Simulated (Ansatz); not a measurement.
**CH4BrFGe: rigid scan of one bond length, by script**

How does the energy of CH4BrFGe change as one bond is stretched? The task is a rigid scan of one bond length, for CH4BrFGe. SMILES: F[CH2][GeH2][Br].

All numbers are computed with the Python package of Ansatz 0.2.0. Level of theory: B3LYP/def2-SVP.

## (1) The system

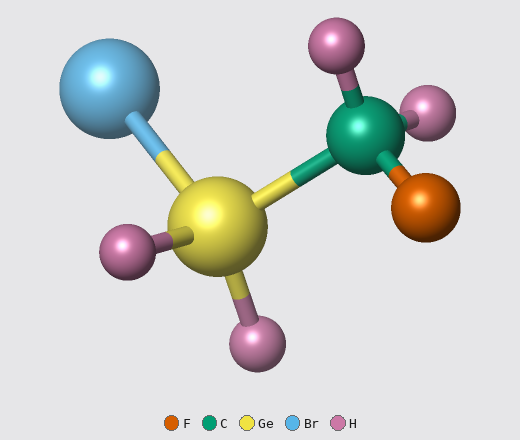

The structure that the script starts from, seen from a chosen angle (fluorine orange, carbon teal, germanium yellow, bromine blue, hydrogen pink).

The script holds or builds the structure itself.

## (2) The script

Contents of scan_ch4brfge.py:

```python
"""Stretching a bond of CH4BrFGe, the rest held rigid."""

import warnings

import ansatz as az
import numpy as np

GEOMETRY = """
F    -1.03690    1.56490    0.60570
C     0.02290    0.79120    0.67360
Ge   -0.16780   -0.64920   -0.63050
Br    1.81390   -2.01210   -0.48180
H     0.10290    0.36210    1.67880
H     0.93740    1.40280    0.45140
H    -0.21130   -0.05450   -2.04060
H    -1.36900   -1.46220   -0.31260
"""


def main() -> None:
    warnings.simplefilter("ignore", az.DeckWarning)

    molecule = az.Crystal.molecule()
    for line in GEOMETRY.strip().splitlines():
        symbol, *xyz = line.split()
        molecule = molecule.atom(symbol, [float(v) for v in xyz])

    symbols = [site.symbol for site in molecule.cartesian_sites]
    start = np.array([site.position_ang for site in molecule.cartesian_sites])
    axis = (start[3] - start[2]) / np.linalg.norm(start[3] - start[2])
    moving = [3]
    lengths, energies = [2.121, 2.217, 2.313, 2.41, 2.506, 2.602, 2.699, 2.843], []
    for length in lengths:
        xyz = start.copy()
        xyz[moving] += (length - np.linalg.norm(start[3] - start[2])) * axis
        point = az.Crystal.molecule()
        for symbol, xyz in zip(symbols, xyz):
            point = point.atom(symbol, xyz.tolist())
        job = (
            point.calculation()
            .basis(gaussian="def2-SVP")
            .functional("b3lyp")
            .accuracy("high")
        )
        rep = job.run().report
        energies.append(rep["free_energy_ev"])
        print(f"r = {length:6.3f} A  E = {energies[-1]:.5f} eV  <S^2> = {abs(rep['mean_field']['state']['spin_squared']):.3f}")

    # quartic fit about the minimum
    fit = np.polynomial.Polynomial.fit(lengths, np.array(energies) - min(energies), 4).convert()
    roots = [r.real for r in fit.deriv().roots() if abs(r.imag) < 1e-9 and fit.deriv(2)(r.real) > 0]
    r_e = min(roots, key=lambda r: abs(r - lengths[int(np.argmin(energies))]))
    print(f"minimum of the fit at {r_e:.4f} A, force constant {fit.deriv(2)(r_e):.2f} eV/A^2")


if __name__ == "__main__":
    main()
```

## (3) What the engine is handed

The engine receives this input (first run):

```yaml
crystal:
  periodic: [false, false, false]
  atoms:
    - { symbol: F, position_ang: [-1.0369, 1.5649, 0.6057] }
    - { symbol: C, position_ang: [0.0229, 0.7912, 0.6736] }
    - { symbol: Ge, position_ang: [-0.1678, -0.6492, -0.6305] }
    - { symbol: Br, position_ang: [1.5764642341110329, -1.848805250375903, -0.49961636896991946] }
    - { symbol: H, position_ang: [0.1029, 0.3621, 1.6788] }
    - { symbol: H, position_ang: [0.9374, 1.4028, 0.4514] }
    - { symbol: H, position_ang: [-0.2113, -0.0545, -2.0406] }
    - { symbol: H, position_ang: [-1.369, -1.4622, -0.3126] }
accuracy: high
basis:
  gaussian:
    orbitals: def2-SVP
hamiltonian:
  xc: b3lyp
```

## (4) Running it

The run is started by

```bash
> python scan_ch4brfge.py
```

Q: Predict the main results. Wanted: range of energy; lowest point, distance.

As calculated:

```
                        quantity     value
bond length at the fit's minimum  2.3398 Å
                   runs compared         8
                 range of energy  0.861 eV
      lowest point, distance (Å)      2.31
```

The curve has its lowest point inside the range, at 2.31. The ends stand 0.414 and 0.861 eV above it. The distance scanned is the script's pair 2, 3. Notes:
- The settings weren't tested for convergence.
- The rest of the molecule is held rigid at a force-field or estimated start geometry, and the basis set is modest; single-reference methods fail as a bond breaks.
- b3lyp holds the VWN-RPA fit, as in Gaussian; the form of ORCA and Turbomole is b3lyp5.
